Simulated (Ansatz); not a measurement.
## Frequency calculation of HfH4ClO3F

The run: frequency calculation of HfH4ClO3F. Method and program: RKS PBE/def2-SVP (Ansatz 0.2.0).

It belongs to a series of runs on one base structure; here: vibrations at the highest image of the band.

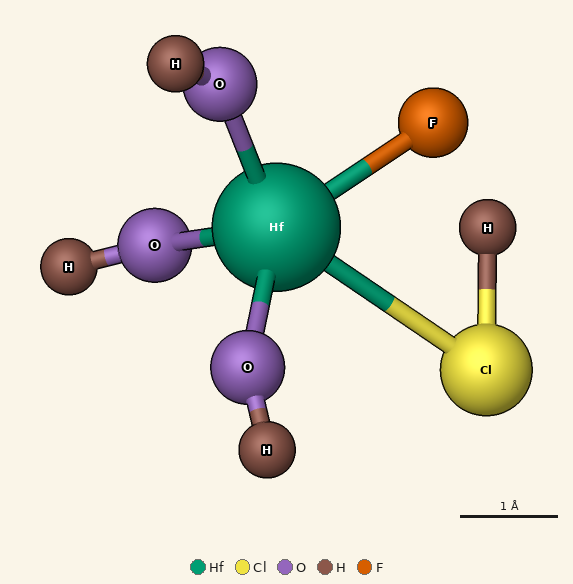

Fig. 1: The structure as given in the input (ball-and-stick view, seen at a tilt). Sticks mark near contacts. Bond lengths as drawn: Cl–H 1.49 Å, Cl–Hf 2.79 Å, F–Hf 2.12 Å, Hf–O 1.93 to 1.94 Å and H–O 0.97 Å.

Input
```yaml
crystal:
  periodic: [false, false, false]
  atoms:
    - { symbol: Hf, position_ang: [0.111826, 0.278575, 0.07769] }
    - { symbol: Cl, position_ang: [0.57354, -0.366409, 2.749094] }
    - { symbol: O, position_ang: [1.760257, -0.238499, -0.787577] }
    - { symbol: H, position_ang: [2.209247, -0.725125, -1.492604] }
    - { symbol: O, position_ang: [-0.851533, 1.436581, -1.147872] }
    - { symbol: H, position_ang: [-1.577074, 1.446582, -1.788742] }
    - { symbol: O, position_ang: [-1.064193, -1.259491, 0.070016] }
    - { symbol: H, position_ang: [-1.496726, -2.023943, 0.472728] }
    - { symbol: F, position_ang: [0.605457, 1.879669, 1.370018] }
    - { symbol: H, position_ang: [0.705698, 1.043058, 2.295147] }
basis:
  gaussian: { orbitals: def2-SVP }
hamiltonian:
  xc: pbe
phonons: {}
```

Machine: 4 threads of Arm Neoverse V1, 24 GiB of memory available, shared host.

Launch command:
```bash
ansatz run input.yaml --threads 4 --pin off --max-ram 5120MiB --backend cpu --events-out ev --progress --plain --runs-dir out
```

The program's output
```
Engine: ansatz 0.2.0, aarch64-unknown-linux-gnu
Functional definition: PBE
  parameter kappa = 0.804
  parameter beta = 0.06672455060314922
  exchange = pbe_x(kappa = kappa, mu = beta*pi^2/3)
  correlation = pbe_c(beta = beta)
1318 factors; their error is unknown
mean field evaluation 1: about -22716.9609 eV, gradient 1.0e2 eV
mean field evaluation 2: about -22470.4012 eV, gradient 3.2e2 eV
mean field evaluation 4: about -22734.4421 eV, gradient 3.0e1 eV
mean field evaluation 8: about -22736.0071 eV, gradient 4.2e-1 eV
mean field evaluation 16: about -22735.9248 eV, gradient 2.1e-3 eV
mean field -22735.92479108 eV, -835.5298251088 hartree, gradient 6.8e-5 eV, S^2 0.000000; 0 other end points of the search recorded, 0 dependent functions left out
the calculation of the forces begins
reference -22735.92487318 eV, -835.5298281259 hartree; 33, 33 occupied and 93, 93 virtual orbitals, 1318 factors
these checks for a lower state are left out or cut short: stability, starts, cluster_reference, orbital_swaps, neighbouring_geometries, increment
1318 factors; their error is unknown
mean field -22735.92467683 eV, -835.5298209101 hartree, gradient 2.7e-6 eV, S^2 0.000000; 0 other end points of the search recorded, 0 dependent functions left out
[... from here on the field's lines of each further geometry are left out, up to the last ...]
the calculation of the forces begins
reference -22735.92481235 eV, -835.5298258904 hartree; 33, 33 occupied and 93, 93 virtual orbitals, 1318 factors
these checks for a lower state are left out or cut short: stability, starts, cluster_reference, orbital_swaps, neighbouring_geometries, increment
1318 factors; their error is unknown
mean field -22735.92482609 eV, -835.5298263956 hartree, gradient 2.6e-6 eV, S^2 0.000000; 0 other end points of the search recorded, 0 dependent functions left out
the calculation of the forces begins
reference -22735.92490819 eV, -835.5298294127 hartree; 33, 33 occupied and 93, 93 virtual orbitals, 1318 factors
WARN: phonons: modes at or below zero, which the zero-point energy, F, S and C_V leave out: 1, the lowest at -142.20 cm⁻¹. A minimum has none, and a first-order saddle one
Total energy: -22735.92487318 eV, -835.5298281259 hartree
Atom 0 at     0.111826     0.278575     0.077690 Å, force     0.004664    -0.011939    -0.007865 eV/Å
Atom 1 at     0.573540    -0.366409     2.749094 Å, force     0.002675    -0.018942     0.002484 eV/Å
Atom 2 at     1.760257    -0.238499    -0.787577 Å, force    -0.011337    -0.008885    -0.000669 eV/Å
Atom 3 at     2.209247    -0.725125    -1.492604 Å, force     0.004867     0.006187     0.002655 eV/Å
Atom 4 at    -0.851533     1.436581    -1.147872 Å, force     0.000863    -0.003291    -0.000209 eV/Å
Atom 5 at    -1.577074     1.446582    -1.788742 Å, force     0.001464     0.003049     0.000820 eV/Å
Atom 6 at    -1.064193    -1.259491     0.070016 Å, force    -0.001325     0.004500     0.006622 eV/Å
Atom 7 at    -1.496726    -2.023943     0.472728 Å, force     0.000234    -0.000648    -0.004182 eV/Å
Atom 8 at     0.605457     1.879669     1.370018 Å, force    -0.000709    -0.001042     0.019529 eV/Å
Atom 9 at     0.705698     1.043058     2.295147 Å, force    -0.001396     0.031010    -0.019186 eV/Å
Dipole moment:    -0.254291    -0.360369    -0.384292 e Å
Vibrations: -142.20 35.27 111.05 120.31 127.02 161.11 175.96 186.61 235.42 263.38 285.31 299.97 315.27 365.16 480.05 663.02 676.05 696.25 824.47 1037.54 1373.45 3844.24 3857.40 3869.65 cm⁻¹, zero-point energy 1.240088 eV
```

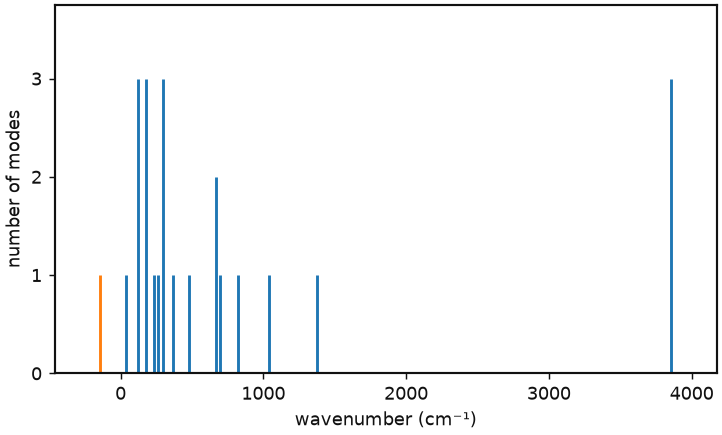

Fig. 2: Harmonic vibrational wavenumbers from the force constants; neighbouring modes closer than 18 cm⁻¹ are counted in one stick, and imaginary ones are drawn at negative wavenumbers. 24 modes from 142i to 3870 cm⁻¹, 1 imaginary beyond 8i (142i cm⁻¹): a first-order saddle point, if the geometry is stationary.

Results in brief

| quantity | value |
| --- | --- |
| outcome | converged |
| total energy | −22735.9249 eV |
| mean-field energy | −22735.9249 eV |
| largest force (length of the vector) | 0.036 eV/Å |
| wall time | 68 s (CPU time 4.2 min) |
| peak memory | 0.18 GiB |
